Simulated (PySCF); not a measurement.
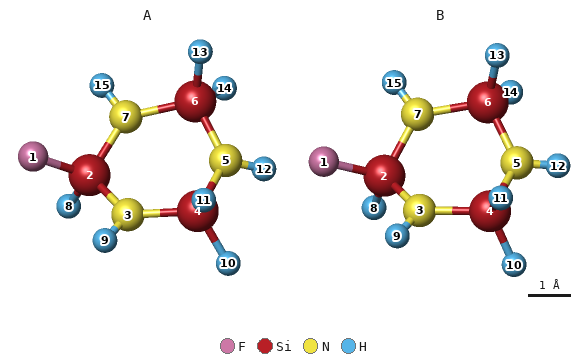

Two geometries of Si₃N₃H₈F, drawn at one scale. One is the start of a relaxation, the other its converged end. A ball-and-stick model, seen at a tilt.

The calculation used PBE0-D3(BJ)/def2-SVP geometry optimisation, gas phase (PySCF). 

> Which geometry has the lower energy?

Structure A is the relaxed one. The start comes from GFN2-xTB. After 8 geometry steps the energy has fallen by 3.43 kcal/mol. The largest force component goes from 0.53 to 0.015 eV/Å. H8 moves most after the best rigid fit: 0.31 Å. By element the largest moves are H 0.31 Å, F 0.24 Å, N 0.16 Å, Si 0.05 Å. Among the contacts that change: Si2–H8 1.457 → 1.485 Å, Si4–H10 1.470 → 1.497 Å, F1–Si2 1.616 → 1.629 Å, N3–H9 1.005 → 1.018 Å. Bond angles that change, for instance: H13–Si6–H14 111.7° → 106.9°, Si2–N7–Si6 126.9° → 129.8°, Si2–N7–H15 116.6° → 113.9°. The run took roughly 80 core-seconds on a shared host.
